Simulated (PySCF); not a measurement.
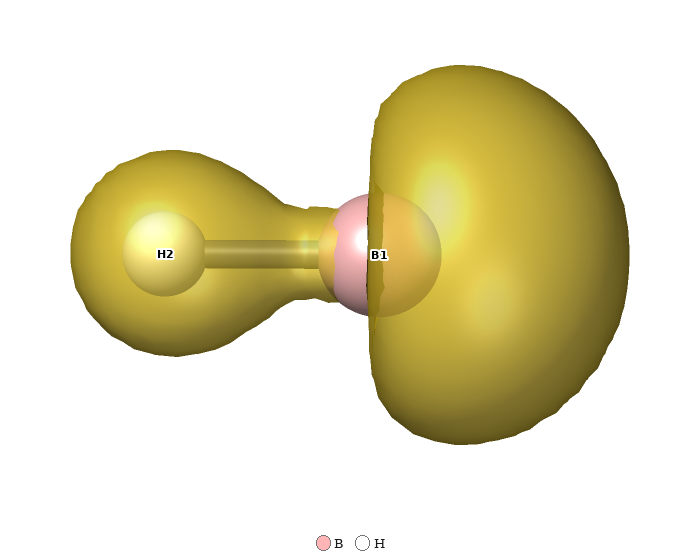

The picture shows: BH (charge +1, doublet). Isosurfaces of the spin density at +0.05 (yellow) and −0.05 e/Å³ (cyan), seen from one side.

Computed with PBE0/def2-TZVPPD, non-relativistic Hamiltonian with scalar-relativistic core potentials where named, at a bond length of 1.209 Å (PySCF 2.14.0).

```xyz
2

B     0.0000    0.0000   -0.1014
H     0.0000    0.0000    1.1076
```

Where is the unpaired spin?

The unpaired spin (1 electron) lies mostly on B1 (about 0.9) and H2 (about 0.1), in electrons by Hirshfeld's partition. Only one sign reaches the isovalue.
